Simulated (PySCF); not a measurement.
## Electronic structure of C$_{7}$H$_{15}$NSi in real space

```csv
atom,x (Å),y (Å),z (Å)
C,-1.4064,-2.3847,-1.0583
C,-0.5930,-1.6835,-0.2974
C,0.8988,-1.6529,-0.1035
C,0.7554,-0.2727,0.5720
C,1.2273,0.8924,-0.2851
C,2.7472,1.0112,-0.2925
C,-0.7949,-0.4801,0.5931
N,-1.6700,0.5462,0.1197
Si,-2.3458,1.7689,1.1172
H,-1.0498,-3.1876,-1.6828
H,-2.4638,-2.1812,-1.0800
H,1.4876,-1.6748,-1.0196
H,1.2619,-2.4346,0.5630
H,1.2028,-0.2002,1.5654
H,0.7921,1.8175,0.1011
H,0.8694,0.7571,-1.3091
H,3.0636,1.8312,-0.9330
H,3.1191,1.1972,0.7126
H,3.2021,0.0941,-0.6595
H,-1.1336,-0.7665,1.5932
H,-1.5184,0.7469,-0.8570
H,-3.0082,1.0744,2.2214
H,-3.2734,2.4759,0.2385
H,-1.3817,2.7257,1.6886
```

Geometry: GFN2-xTB.

Theory: PBE0/pcSseg-1, SCF density, gas phase, non-relativistic (PySCF 2.14.0).

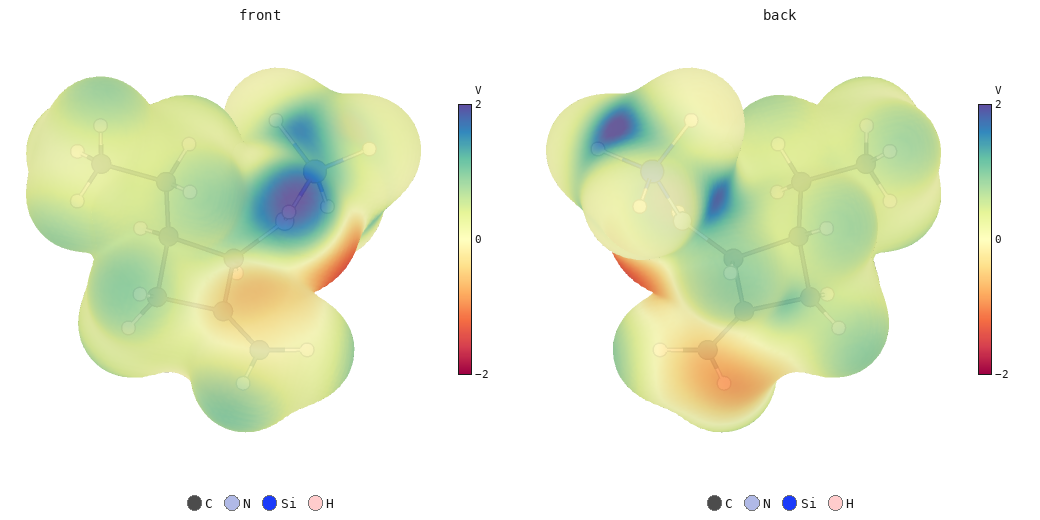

Figure 1. The molecular electrostatic potential painted on the density surface at 0.004 e/bohr³, seen from the front and from behind; the colour scale runs from red (negative) to blue (positive).

### Where is the surface potential most negative and most positive?

The most negative region (about −1.3 V, or −30 kcal/mol for a unit charge) lies over N8, the most positive (about +1.9 V, or +44 kcal/mol for a unit charge) over Si9 and H21. N8 is the likeliest acceptor of a hydrogen bond.

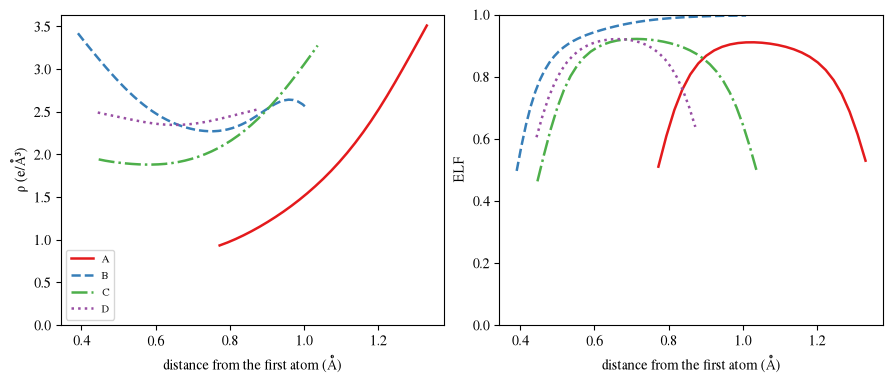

Figure 2. Total electron density and electron localisation function along straight lines between neighbouring atoms. The curves leave out the atomic cores.

### Which curve belongs to which contact (C–C, C–N, N–H and Si–N)? The first atom named is at distance zero.

Curve A: Si–N (1.72 Å): ρ at the midpoint is about 1.1 e/Å³; the ELF peaks at about 0.90 between the atoms; a shared but strongly polarised pair. Curve B: N–H (1.01 Å): ρ at the midpoint is about 2.8 e/Å³; the ELF climbs to about 1 towards the hydrogen, as it does in any bond to H: a covalent bond by its length. Curve C: C–N (1.43 Å): the density is about 2 e/Å³ at the midpoint; the ELF peaks at about 0.90 between the atoms (a covalent bond). Curve D: C–C (1.32 Å): the density is about 2.3 e/Å³ at the midpoint; the ELF peaks at about 0.90 between the atoms; a multiple bond.
